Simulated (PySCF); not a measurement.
Vertical excitations of a molecule C3H8ClNSi from TDA-PBE/def2-SVPD run with PySCF, as energy in eV (oscillator strength): 4.17 (0.004), 5.25 (0.012), 5.48 (0.006), 5.71 (0.002), 6.08 (0.029), 6.32 (0.049), 6.49 (0.024), 6.53 (0.010), 6.68 (0.098), 6.92 (0.128). Lowest triplet (TDA): 3.34 eV. Coordinates come from a PBE0-D3(BJ)/def2-SVP optimisation. One conformer was computed; it need not be the lowest.

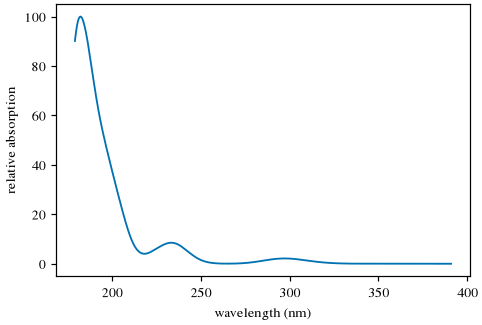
Figure: The lines broadened by 0.4 eV.

Question: Pick the molecule that these values belong to.
(A) C=C[Si@H](Cl)NC
(B) C=C[Si](C)(N)Cl
(C) C=C(CN)[SiH2]Cl
(D) C/N=C/[Si@@H](C)Cl

Answer: D, C/N=C/[Si@@H](C)Cl
